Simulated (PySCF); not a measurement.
**PBE/STO-6G run of AlCl (SMILES [Al][Cl])**

What is the vertical singlet–triplet gap of AlCl at PBE/STO-6G? Input form: a Python script.

The results are computed with PySCF 2.14.0.

15 further runs of the same task are left out: 4 that didn't finish, 11 set aside as unsound or not needed.

## Step 1: The structure to begin with

AlCl has 2 atoms, charge 0, and is taken as a singlet. SMILES: `[Al][Cl]`. The bond length is the measured one.

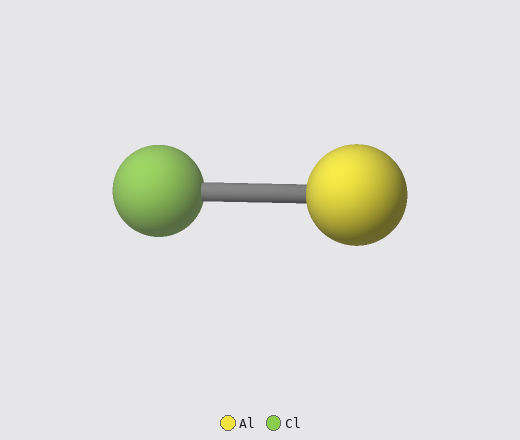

Viewed from a chosen angle; aluminium yellow, chlorine green.

## Step 2: A single-point energy at PBE/STO-6G

File run.py:

```python
from pyscf import gto, dft

system = gto.M(
    atom='Al 0.000000 0.000000 0.000000; Cl 0.000000 0.000000 2.130113',
    basis='sto-6g',
    verbose=4,
    spin=0,
    max_memory=1860,
)

mf = dft.RKS(system)
mf.xc = 'pbe'
mf.conv_tol = 1e-10
mf.grids.level = 5
mf.kernel()
if not mf.converged:
    mf = mf.newton().run(mf.mo_coeff, mf.mo_occ)

etot = mf.e_tot
print('E(%s) = %.9f' % ('PBE', etot))
```

Run with:

```bash
OMP_NUM_THREADS=1 python run.py
```

What it wrote:

```text
PySCF version 2.14.0

[INPUT] num. atoms = 2
[INPUT] num. electrons = 30
[INPUT] charge = 0
[INPUT] spin (= nelec alpha-beta = 2S) = 0
[INPUT] symmetry False subgroup None
[INPUT] Mole.unit = angstrom
[INPUT] Symbol           X                Y                Z      unit          X                Y                Z       unit  Magmom
[INPUT]  1 Al     0.000000000000   0.000000000000   0.000000000000 AA    0.000000000000   0.000000000000   0.000000000000 Bohr   0.0
[INPUT]  2 Cl     0.000000000000   0.000000000000   2.130113000000 AA    0.000000000000   0.000000000000   4.025330184376 Bohr   0.0

nuclear repulsion = 54.9023284742734
number of shells = 10
number of NR pGTOs = 108
number of NR cGTOs = 18
basis = sto-6g
ecp = {}

******** <class 'pyscf.dft.rks.RKS'> ********
method = RKS
initial guess = minao
damping factor = 0
level_shift factor = 0
DIIS = <class 'pyscf.scf.diis.CDIIS'>
diis_start_cycle = 1
diis_space = 8
diis_damp = 0
SCF conv_tol = 1e-10
SCF conv_tol_grad = None
SCF max_cycles = 50
direct_scf = True
direct_scf_tol = 1e-13
XC library pyscf.dft.libxc version 7.0.0
    S. Lehtola, C. Steigemann, M. J.T. Oliveira, and M. A.L. Marques.,  SoftwareX 7, 1–5 (2018)
XC functionals = pbe
    J. P. Perdew, K. Burke, and M. Ernzerhof.,  Phys. Rev. Lett. 77, 3865 (1996)
    J. P. Perdew, K. Burke, and M. Ernzerhof.,  Phys. Rev. Lett. 78, 1396 (1997)
    J. P. Perdew, K. Burke, and M. Ernzerhof.,  Phys. Rev. Lett. 77, 3865 (1996)
    J. P. Perdew, K. Burke, and M. Ernzerhof.,  Phys. Rev. Lett. 78, 1396 (1997)
radial grids:
    Treutler-Ahlrichs [JCP 102, 346 (1995); DOI:10.1063/1.469408] (M4) radial grids

becke partition: Becke, JCP 88, 2547 (1988); DOI:10.1063/1.454033
pruning grids: <function nwchem_prune>
grids dens level: 5
symmetrized grids: False
atomic radii adjust function: <function treutler_atomic_radii_adjust>
small_rho_cutoff = 0
Set gradient conv threshold to 1e-05
Initial guess from minao.
tot grids = 86096
init E= -699.430164858301
  HOMO = -0.196471731065299  LUMO = 0.0415056110127481  gap/eV = 6.47569
cycle= 1 E= -699.743407713097  delta_E= -0.313  |g|= 0.244  |ddm|= 1.57
  HOMO = -0.0823347583841213  LUMO = 0.0814501388383943  gap/eV = 4.45681
cycle= 2 E= -699.675718553755  delta_E= 0.0677  |g|= 0.487  |ddm|= 1.58
  HOMO = -0.0847830890920649  LUMO = 0.118517997821126  gap/eV = 5.53210
cycle= 3 E= -699.782611416646  delta_E= -0.107  |g|= 0.0136  |ddm|= 0.924
  HOMO = -0.0850794350084352  LUMO = 0.119946239626158  gap/eV = 5.57903
cycle= 4 E= -699.782650210966  delta_E= -3.88e-05  |g|= 0.00402  |ddm|= 0.0219
  HOMO = -0.0849110941875504  LUMO = 0.120199793871307  gap/eV = 5.58135
cycle= 5 E= -699.782661112927  delta_E= -1.09e-05  |g|= 0.0002  |ddm|= 0.0123
  HOMO = -0.0849290032442126  LUMO = 0.120234624464767  gap/eV = 5.58279
cycle= 6 E= -699.782661144463  delta_E= -3.15e-08  |g|= 9.23e-06  |ddm|= 0.000751
  HOMO = -0.0849281940861391  LUMO = 0.120234770438543  gap/eV = 5.58277
cycle= 7 E= -699.782661144519  delta_E= -5.63e-11  |g|= 1.78e-07  |ddm|= 3.08e-05
  HOMO = -0.0849281398835708  LUMO = 0.120234839720164  gap/eV = 5.58277
Extra cycle  E= -699.78266114452  delta_E= -9.09e-13  |g|= 1.77e-07  |ddm|= 1.05e-06
converged SCF energy = -699.78266114452
E(PBE) = -699.782661145
```

Run time: 1.6 s. Hardware: 1 thread of Arm Neoverse V2, shared host; peak memory 0.17 GiB.

## Step 3: The triplet at the same level

File job.py:

```python
from pyscf import gto, dft

system = gto.M(
    atom=[
    ('Al', (0.000000, 0.000000, 0.000000)),
    ('Cl', (0.000000, 0.000000, 2.130113)),
],
    charge=0,
    spin=2,
    max_memory=1860,
    basis='sto-6g',
    verbose=3,
)

mf = dft.UKS(system, xc='pbe')
mf.grids.level = 5
mf.conv_tol = 1e-10
mf.kernel()
if not mf.converged:
    mf = mf.newton().run(mf.mo_coeff, mf.mo_occ)

e_tot = mf.e_tot
print('E = %.10f Eh' % e_tot)
```

Run with:

```bash
OMP_NUM_THREADS=1 python job.py
```

What it wrote:

```text
WARN: HOMO 0.041505611012747 >= LUMO -0.1964717310653

WARN: HOMO 0.0583843161827266 >= LUMO -0.0603506574758495

WARN: HOMO 0.0972984914131967 >= LUMO -0.0413925830627981

WARN: HOMO 0.0969477445836056 >= LUMO -0.0399411570018728

WARN: HOMO 0.097129284052112 >= LUMO -0.0395349432935711

WARN: HOMO 0.0970942257642883 >= LUMO -0.0395273150507738

WARN: HOMO 0.097094895406589 >= LUMO -0.0395300780612626

WARN: HOMO 0.0970952471035751 >= LUMO -0.0395300026278516

WARN: HOMO 0.0970954061596653 >= LUMO -0.0395299331319659

converged SCF energy = -699.612124214334  <S^2> = 2.0011997  2S+1 = 3.0007997
E = -699.6121242143 Eh
```

Run time: 2.3 s. Hardware: 1 thread of Arm Neoverse V2, shared host; peak memory 0.18 GiB.

## Step 4: Summary of results

Level: PBE/STO-6G.

| quantity | value |
| --- | --- |
| singlet: total energy | -699.78266 Eh |
| singlet: dipole moment | 3.65 D |
| singlet: HOMO energy | -2.31 eV |
| singlet: LUMO energy | 3.27 eV |
| singlet: HOMO–LUMO gap | 5.58 eV |
| triplet: total energy | -699.61212 Eh |
| triplet: dipole moment | 4.21 D |
| triplet: ⟨S²⟩ | 2.001 |
| vertical energy of the triplet above the singlet | 4.641 eV |

In words: At this shape the triplet lies 4.64 eV (448 kJ/mol) above the singlet. In a minimal basis such a difference can be off by several eV, whatever the method.
